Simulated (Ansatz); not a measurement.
A relaxed structure of VBiO4. Space group P1 (No. 1). All values below come from r2SCAN (plane waves to 500 eV, PAW, scalar-relativistic; Ansatz, a program for electronic structure).

```cif
data_Bi2O8V2
_chemical_formula_sum 'Bi2 O8 V2'
_space_group_name_H-M_alt 'P1'
_space_group_IT_number 1
_space_group_name_Hall 'P 1'
_cell_length_a 4.69004
_cell_length_b 5.20023
_cell_length_c 9.03025
_cell_angle_alpha 90.127
_cell_angle_beta 101.259
_cell_angle_gamma 116.140
loop_
_space_group_symop_operation_xyz
  'x, y, z'
loop_
_atom_site_label
_atom_site_type_symbol
_atom_site_symmetry_multiplicity
_atom_site_Wyckoff_symbol
_atom_site_fract_x
_atom_site_fract_y
_atom_site_fract_z
_atom_site_occupancy
Bi1 Bi 1 a 0.70203 0.89818 0.83233 1
Bi2 Bi 1 a 0.59245 0.16053 0.31421 1
O1 O 1 a 0.52583 0.56222 0.65063 1
O2 O 1 a 0.20263 0.85533 0.14399 1
O3 O 1 a 0.87027 0.17970 0.62642 1
O4 O 1 a 0.84386 0.25208 0.08909 1
O5 O 1 a 0.32409 0.53979 0.93272 1
O6 O 1 a 0.20672 0.07681 0.43929 1
O7 O 1 a 0.30764 0.00146 0.75946 1
O8 O 1 a 0.49715 0.51334 0.24699 1
V1 V 1 a 0.24052 0.20941 0.61925 1
V2 V 1 a 0.21299 0.53477 0.10049 1
```

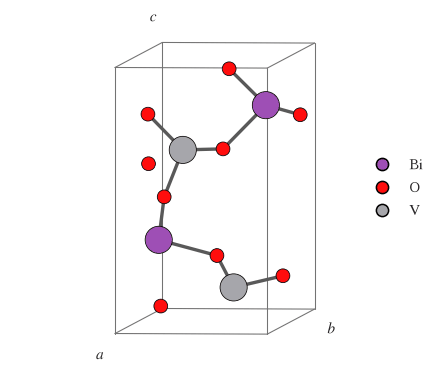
Figure. The conventional cell of the relaxed structure

For VBiO4, the volume per atom comes out as 16.08 Å³. The band gap is 3.24 eV, indirect (valence top at Z, conduction bottom at Y) (no spin-orbit coupling) and the smallest direct gap is 3.28 eV at Z. The shortest distances comes out as O–V 1.69 Å; Bi–O 2.13 Å; O–O 2.69 Å; Bi–V 3.32 Å. The k-mesh is 8×7×4.

Band energies at high-symmetry points (eV from the VBM; labels of this space group; no spin-orbit coupling), from −5 eV up to 5.6 eV:

```tsv
point	energies
Γ	-4.30 -4.18 -3.81 -3.57 -3.50 -3.35 -3.11 -3.05 -3.00 -2.85 -2.76 -2.51 -2.25 -2.14 -2.02 -1.91 -1.74 -1.56 -1.41 -1.29 -1.08 -0.92 -0.72 -0.18 3.36 3.70 3.92 4.02 4.68 5.06 5.13 5.14 5.30 5.37
X	-4.34 -4.16 -3.81 -3.66 -3.51 -3.31 -3.05 -3.01 -2.98 -2.90 -2.60 -2.53 -2.30 -2.20 -2.13 -1.84 -1.70 -1.53 -1.35 -1.18 -1.08 -0.91 -0.65 -0.55 3.40 3.71 3.91 4.04 4.72 5.01 5.16 5.26 5.29 5.42
Y	-4.49 -4.16 -4.09 -4.06 -3.74 -3.28 -3.22 -3.00 -2.87 -2.67 -2.47 -2.30 -2.18 -1.97 -1.82 -1.61 -1.56 -1.32 -1.14 -1.12 -0.86 -0.65 -0.58 -0.43 3.24 3.61 3.81 3.97 4.17 4.60 4.92 5.09 5.22 5.43
Z	-4.44 -4.16 -4.07 -3.96 -3.81 -3.61 -3.15 -3.05 -2.91 -2.76 -2.60 -2.45 -2.24 -2.10 -1.89 -1.86 -1.53 -1.03 -1.01 -0.92 -0.70 -0.55 -0.42 0.00 3.28 3.50 3.78 3.95 4.41 4.63 4.78 5.29 5.34 5.45
R	-4.43 -4.37 -4.22 -4.00 -3.95 -3.62 -3.25 -3.10 -2.92 -2.63 -2.58 -2.42 -2.24 -1.93 -1.70 -1.56 -1.30 -1.15 -0.96 -0.91 -0.75 -0.56 -0.49 -0.30 3.42 3.57 3.77 3.88 4.57 4.90 4.97 5.30 5.44 5.59
T	-4.54 -4.36 -4.19 -4.12 -3.67 -3.58 -3.18 -3.12 -3.05 -2.68 -2.53 -2.35 -2.19 -1.96 -1.85 -1.64 -1.37 -1.05 -0.94 -0.85 -0.74 -0.59 -0.55 -0.26 3.28 3.69 3.87 3.91 4.44 4.89 5.15 5.37 5.46 5.53
U	-4.46 -4.25 -4.07 -3.93 -3.71 -3.40 -3.27 -3.12 -3.05 -2.97 -2.57 -2.52 -2.31 -1.95 -1.72 -1.66 -1.45 -1.05 -0.93 -0.89 -0.71 -0.58 -0.54 -0.16 3.26 3.66 3.68 4.00 4.20 4.75 4.99 5.18 5.23 5.48
V	-4.50 -4.33 -4.06 -3.90 -3.62 -3.42 -3.21 -3.10 -2.97 -2.68 -2.52 -2.30 -1.98 -1.83 -1.71 -1.61 -1.54 -1.24 -1.15 -1.07 -0.96 -0.80 -0.74 -0.36 3.24 3.52 3.78 3.95 4.24 4.79 4.88 5.05 5.17 5.43
```

No spin polarisation in the result. No Hubbard U is applied.

It was reached from a disturbed copy of a F-43m (No. 216) cell, against which it lies -0.159 eV/atom.

The first start was generated by a random draw of sites in a space group. Materials Project lists a structure of VBiO4 in the same space group, P1 (No. 1); the sites were not compared with it, nor with measured phases. Known forms of VBiO4 include space group No. 88.
